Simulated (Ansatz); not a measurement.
# Na(100) with 4 thermally displaced layers, 2x2: scattering by thermal displacements, part 3 of 3

How much do lattice vibrations at 300 K scatter the electrons of Na? Layers with random displacements are laid between perfect leads, and the resistance is followed against their length.

Ansatz 0.2.0; Ansatz plane-wave DFT, PBE, PAW files; ballistic transport by layer matching (Landauer), zero bias; PAW set soft_1.

So far, open channels per spin nearest the Fermi level: step 2 (with 4 displaced layers) 4.92.

### Step 4. With 12 displaced layers

System of this step: Na(100) with 12 thermally displaced layers, 2x2. The cell holds 88 atoms: 88 Na. Its edges and angles: a = 8.581 Å, b = 8.581 Å, c = 47.197 Å, α = 90.0°, β = 90.0°, γ = 90.0°. It derives from Na. Regions: lead, 40 atoms (40 Na); scattering region, 48 atoms (48 Na). The structure is stacked along c, and the current runs across the ab planes.

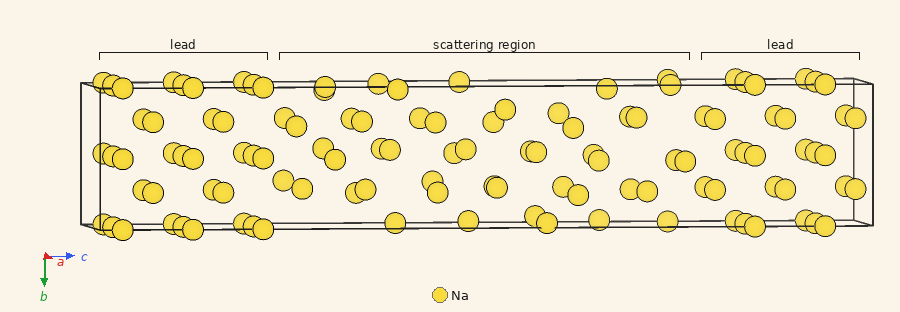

The cell of this step (sodium yellow). Some periodic images of atoms are drawn too.

The input, input.yaml:

```yaml
crystal:
  lattice:
    - [8.5812, 0.0, 0.0]
    - [0.0, 8.5812, 0.0]
    - [0.0, 0.0, 47.1966]
  atoms:
    - { symbol: Na, position: [0.0, 0.0, 0.0227272727] }
    - { symbol: Na, position: [0.0, 0.5, 0.0227272727] }
    - { symbol: Na, position: [0.5, 0.0, 0.0227272727] }
    - { symbol: Na, position: [0.5, 0.5, 0.0227272727] }
    - { symbol: Na, position: [0.25, 0.25, 0.0681818182] }
    - { symbol: Na, position: [0.25, 0.75, 0.0681818182] }
    - { symbol: Na, position: [0.75, 0.25, 0.0681818182] }
    - { symbol: Na, position: [0.75, 0.75, 0.0681818182] }
    - { symbol: Na, position: [0.0, 0.0, 0.1136363636] }
    - { symbol: Na, position: [0.0, 0.5, 0.1136363636] }
    - { symbol: Na, position: [0.5, 0.0, 0.1136363636] }
    - { symbol: Na, position: [0.5, 0.5, 0.1136363636] }
    - { symbol: Na, position: [0.25, 0.25, 0.1590909091] }
    - { symbol: Na, position: [0.25, 0.75, 0.1590909091] }
    - { symbol: Na, position: [0.75, 0.25, 0.1590909091] }
    - { symbol: Na, position: [0.75, 0.75, 0.1590909091] }
    - { symbol: Na, position: [0.0, 0.0, 0.2045454545] }
    - { symbol: Na, position: [0.0, 0.5, 0.2045454545] }
    - { symbol: Na, position: [0.5, 0.0, 0.2045454545] }
    - { symbol: Na, position: [0.5, 0.5, 0.2045454545] }
    - { symbol: Na, position: [0.2323371927, 0.2470133373, 0.2514760088] }
    - { symbol: Na, position: [0.2390659734, 0.6879339885, 0.2495759729] }
    - { symbol: Na, position: [0.7572705925, 0.284989694, 0.2533898715] }
    - { symbol: Na, position: [0.7292360551, 0.7266479574, 0.2617945891] }
    - { symbol: Na, position: [0.0244122879, 0.0590898672, 0.3079463161] }
    - { symbol: Na, position: [0.9736052178, 0.5124303904, 0.2981422497] }
    - { symbol: Na, position: [0.5180554183, 0.01748402, 0.2966398406] }
    - { symbol: Na, position: [0.5056181338, 0.4515231017, 0.2944842672] }
    - { symbol: Na, position: [0.2258786784, 0.254068101, 0.3381663659] }
    - { symbol: Na, position: [0.2699560524, 0.7764267896, 0.3427199454] }
    - { symbol: Na, position: [0.7602008996, 0.2529988467, 0.338282214] }
    - { symbol: Na, position: [0.7446925049, 0.7340083962, 0.3431851053] }
    - { symbol: Na, position: [0.0004553574, 0.0187548722, 0.3785695052] }
    - { symbol: Na, position: [0.0286434413, 0.4753922467, 0.3820561822] }
    - { symbol: Na, position: [0.493629668, 0.9818228696, 0.3880714382] }
    - { symbol: Na, position: [0.4814750559, 0.4654942053, 0.3814019787] }
    - { symbol: Na, position: [0.2923300397, 0.2514279578, 0.424969203] }
    - { symbol: Na, position: [0.2502702899, 0.6997986961, 0.4423161566] }
    - { symbol: Na, position: [0.7008139929, 0.2654465538, 0.4350072046] }
    - { symbol: Na, position: [0.703216718, 0.7596881696, 0.4376678033] }
    - { symbol: Na, position: [0.0150859238, 0.0084214708, 0.4828403286] }
    - { symbol: Na, position: [0.0051914501, 0.5108544793, 0.4765294106] }
    - { symbol: Na, position: [0.5203846809, 0.9696270314, 0.4819173775] }
    - { symbol: Na, position: [0.4836968705, 0.4648109852, 0.4794153547] }
    - { symbol: Na, position: [0.3046217886, 0.2810277396, 0.5197023621] }
    - { symbol: Na, position: [0.2725223089, 0.7353453243, 0.5219997484] }
    - { symbol: Na, position: [0.7528885616, 0.175236901, 0.5238513254] }
    - { symbol: Na, position: [0.7167805245, 0.7274990196, 0.5140781877] }
    - { symbol: Na, position: [0.9510695232, 0.9695663666, 0.573024946] }
    - { symbol: Na, position: [0.0537534244, 0.4991867785, 0.574586494] }
    - { symbol: Na, position: [0.4914828862, 0.9383118031, 0.5690612607] }
    - { symbol: Na, position: [0.5143784668, 0.486171047, 0.5699547293] }
    - { symbol: Na, position: [0.2684730463, 0.2221428802, 0.6049729434] }
    - { symbol: Na, position: [0.2428614202, 0.743190309, 0.6115675669] }
    - { symbol: Na, position: [0.7818526871, 0.3056746726, 0.6111922244] }
    - { symbol: Na, position: [0.7725489923, 0.7803583519, 0.6178198896] }
    - { symbol: Na, position: [0.033796265, 0.9874413703, 0.6634307692] }
    - { symbol: Na, position: [0.0653182088, 0.5259295941, 0.6554544821] }
    - { symbol: Na, position: [0.5196073331, 0.0407296395, 0.6612554605] }
    - { symbol: Na, position: [0.4818223499, 0.5497861986, 0.651759512] }
    - { symbol: Na, position: [0.2662425862, 0.2494781087, 0.6975431597] }
    - { symbol: Na, position: [0.2893445195, 0.7612243009, 0.6977007704] }
    - { symbol: Na, position: [0.7694142599, 0.2360747748, 0.6933832959] }
    - { symbol: Na, position: [0.7277730549, 0.758503266, 0.7082746217] }
    - { symbol: Na, position: [0.0053418126, 0.0014572111, 0.7527570605] }
    - { symbol: Na, position: [0.9931930333, 0.5379734515, 0.7508719633] }
    - { symbol: Na, position: [0.509483132, 0.0174484251, 0.7437984246] }
    - { symbol: Na, position: [0.4771173907, 0.5493183209, 0.7519669915] }
    - { symbol: Na, position: [0.25, 0.25, 0.7954545455] }
    - { symbol: Na, position: [0.25, 0.75, 0.7954545455] }
    - { symbol: Na, position: [0.75, 0.25, 0.7954545455] }
    - { symbol: Na, position: [0.75, 0.75, 0.7954545455] }
    - { symbol: Na, position: [0.0, 0.0, 0.8409090909] }
    - { symbol: Na, position: [0.0, 0.5, 0.8409090909] }
    - { symbol: Na, position: [0.5, 0.0, 0.8409090909] }
    - { symbol: Na, position: [0.5, 0.5, 0.8409090909] }
    - { symbol: Na, position: [0.25, 0.25, 0.8863636364] }
    - { symbol: Na, position: [0.25, 0.75, 0.8863636364] }
    - { symbol: Na, position: [0.75, 0.25, 0.8863636364] }
    - { symbol: Na, position: [0.75, 0.75, 0.8863636364] }
    - { symbol: Na, position: [0.0, 0.0, 0.9318181818] }
    - { symbol: Na, position: [0.0, 0.5, 0.9318181818] }
    - { symbol: Na, position: [0.5, 0.0, 0.9318181818] }
    - { symbol: Na, position: [0.5, 0.5, 0.9318181818] }
    - { symbol: Na, position: [0.25, 0.25, 0.9772727273] }
    - { symbol: Na, position: [0.25, 0.75, 0.9772727273] }
    - { symbol: Na, position: [0.75, 0.25, 0.9772727273] }
    - { symbol: Na, position: [0.75, 0.75, 0.9772727273] }
kpoints:
  mp_grid: { grid: [3, 3, 1] }
hamiltonian:
  xc: pbe
  pseudopotentials: { kind: paw, azcp: { folder: soft_1 } }
scf:
  occupations: { method: fermi_dirac, width: 0.1 }
output:
  transmission: { leads: [[0, 4]], kmesh: [6, 6], e_range: [-0.05, 0.05], de: 0.05 }
  write_potential: true
  write_density: true
  volumetric_format: npy
```

Command:

```console
> ansatz run input.yaml --threads 4 --pin off --max-ram 15360MiB --backend cpu --events-out ev --progress --plain --runs-dir out
```

Numbers of over 12 decimals in the logs are rounded to 6 here.

The program printed:

```text
[...]
Crystal: 88 atoms, lattice volume = 3475.416 Å³
Basis set: ecut = 420 eV, 67981 PW (Γ)
Bands: 484, of which v1, the nominal top of the filled ones, is band 396 counted from 1 (395 counted from 0)
Symmetry: 1 space group operations
[...]
k-points: 5 of 9 (time reversal used)
[...]
SCF iter   1: F=—  HF=-130803.128878 eV  |F-HF|=—  |Δ(HF+E_count)|=         —  Δρ=4.70e-3  dr2=2.72e0  ethr=3.10e-3  ⟨swp⟩=7.8  Hψ=10051  notcnv=0
[...]
SCF iter  10: F=-130802.666806 eV  HF=-130802.666806 eV  |F-HF|=2.53e-8  |Δ(HF+E_count)|=   1.09e-7  Δρ=5.98e-7  dr2=4.83e-8  ethr=1.26e-11  ⟨swp⟩=11.2  Hψ=11296  notcnv=0
SCF 1 converged in 10 iterations: F = -130802.666806 eV  dr2 = 4.83e-8
[...]
transmission: 154 of 1540 steps passed
transmission: 308 of 1540 steps passed
[...]
transmission: 1540 of 1540 steps passed
SCF converged after 10 iterations
Free energy (F): -130802.666806 eV
[...]
Internal energy: -130801.403601 eV  (E = F + TS)
E sigma→0 (E₀):  -130802.035204 eV
Entropy (-TS):   -1.263205 eV (-14.355 meV/atom)
Fermi energy:    1.409509 eV
[...]
--- Band table (eV; the first three rows and the last of 5) ---
  k-point 0: bands = [... 392 lower, 1.0352, 1.3465, 1.3552, 1.3763, 1.3992, 1.4089, 1.4278, 1.4385, ... 84 higher]
  k-point 1: bands = [... 392 lower, 1.2944, 1.2983, 1.3088, 1.3269, 1.4612, 1.4774, 1.5047, 1.5201, ... 84 higher]
  k-point 2: bands = [... 392 lower, 1.2885, 1.3042, 1.3141, 1.3252, 1.4684, 1.4723, 1.5057, 1.5453, ... 84 higher]
  k-point 4: bands = [... 392 lower, 1.1775, 1.2036, 1.2224, 1.2571, 1.7258, 1.7477, 1.8160, 1.8337, ... 84 higher]
--- Transmission ---
  basis      : 657 plane waves across, 77 finite elements along
  points     : 20, standing for a mesh of 6 x 6
[...]
channels       : 4.916667e0 a spin
[...]
junction   : crystal 0 to crystal 0, 0.70 to 45.75 Å
    transmission   : 4.128696e0 a spin
[...]
```

It took 41 min on 4 threads of Intel Xeon Platinum 8375C at 2.90GHz (Ice Lake), shared host; peak memory 9.6 GiB.

Numbers from this step:

| Quantity | Value |
| --- | --- |
| free energy | -130802.6668 eV |
| energy at zero smearing | -130802.0352 eV |
| Fermi energy | 1.410 eV |
| transmission per spin nearest the Fermi level | 4.129 |
| step of the lead's potential | 6.6 meV |

Per spin. Table of transmission, zone mean by energy, zero at the Fermi level:

| energy (eV) | transmission, zone mean |
| --- | --- |
| -0.0500 | 4.07 |
| 0.0000 | 4.13 |
| 0.0500 | 4.11 |

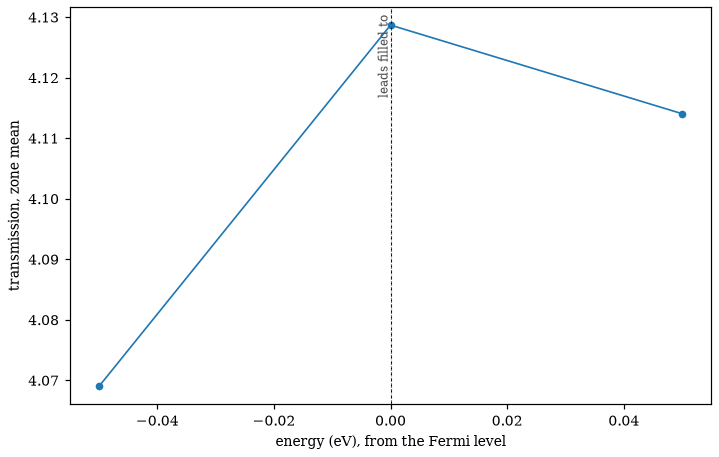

Transmission, zone mean, plotted against energy.

Over the solved energies the transmission per spin lies between 4.07 and 4.13, out of 4.88 channels of the lead on average (up to 4.92).

### Step 5. The fit

This step: Ansatz plane-wave DFT, PBE, PAW files; ballistic transport by layer matching (Landauer), zero bias; resistivity from the slope of the area resistance; PAW set soft_1 (Ansatz 0.2.0).

This step gave:

```yaml
resistivity: 17.08 µΩ cm
intercept: -0.08750 fΩ m²
scatter_about_the_fit: 0.02255 fΩ m²
```

Resistance, by row:

| run | length (Å) | T | channels N | RA (fΩ m²) |
| --- | --- | --- | --- | --- |
| n4 | 8.581 | 4.733 | 4.917 | 0.07501 |
| n8 | 17.16 | 4.496 | 4.898 | 0.1737 |
| n12 | 25.74 | 4.104 | 4.88 | 0.3681 |

Table of area resistance by length of the displaced region:

| length of the displaced region (Å) | area resistance (fΩ m²) |
| --- | --- |
| 8.58 | 0.0750 |
| 17.16 | 0.174 |
| 25.74 | 0.368 |

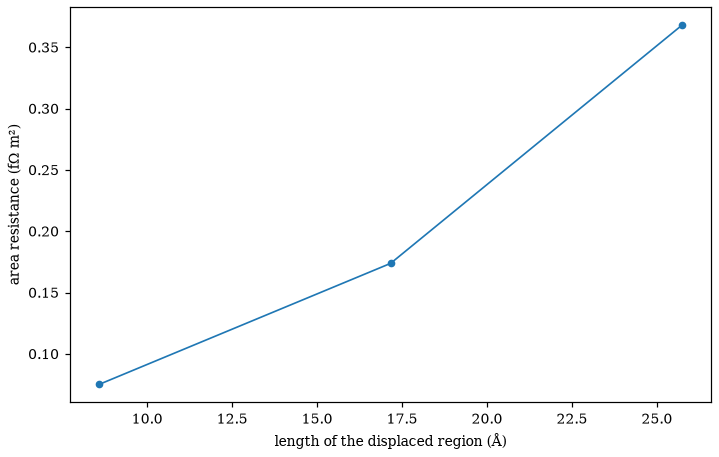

Area resistance against length of the displaced region.

The area resistance goes from 0.075 to 0.37 fΩ m² between 8.6 and 25.7 Å, a slope of 17 µΩ cm.

By hand from the end points: (0.3681 − 0.07501) fΩ m² / (25.74 − 8.58) Å = 17 µΩ cm, since 1 fΩ m² per Å is 1000 µΩ cm.

### Step 6. Results

```json
{"resistivity from the slope": "17.1 µΩ cm", "area resistance over 8.58 Å": "0.0750 fΩ m²", "area resistance over 17.2 Å": "0.174 fΩ m²", "area resistance over 25.7 Å": "0.368 fΩ m²"}
```

In words: The slope gives 17 µΩ cm. The points scatter by 0.023 fΩ m² about the line, with one random draw a length in a 2x2 cell, so the slope is a rough value. The mean square of the displacements drawn is 0.75, 0.94 and 0.81 of the nominal one at the three lengths; with each resistance scaled back by that, the slope is 21 µΩ cm, the value used below. Read with a model of isotropic scattering on a spherical Fermi surface and the lead's 0.52×10¹⁵ S/m², this slope means a mean free path near 78 Å; over these lengths the model's slope is 1.11 times its bulk resistivity, which would be 19 µΩ cm. Uncorrelated displacements put too much weight on short waves, which scatter strongly; with the sideways repeat of a small cell, one draw and three short lengths, the method is good to a factor of two or three. The measured value is 4.93 µΩ cm (CRC Handbook of Chemistry and Physics, 84th ed., 2003, Electrical Resistivity of Pure Metals); the scaled slope is 4.2 times that and the corrected value 3.8: clearly high.

[Logs are printed without paths, hosts, clocks, repeated set-up lines and the standing remarks that a program may print on its own settings, such as how far it seeks lower states.]

[Hosts, paths, dates, database ids (printed as entryN), source tags and the programs' standing remarks are cut or masked in the printed files.]
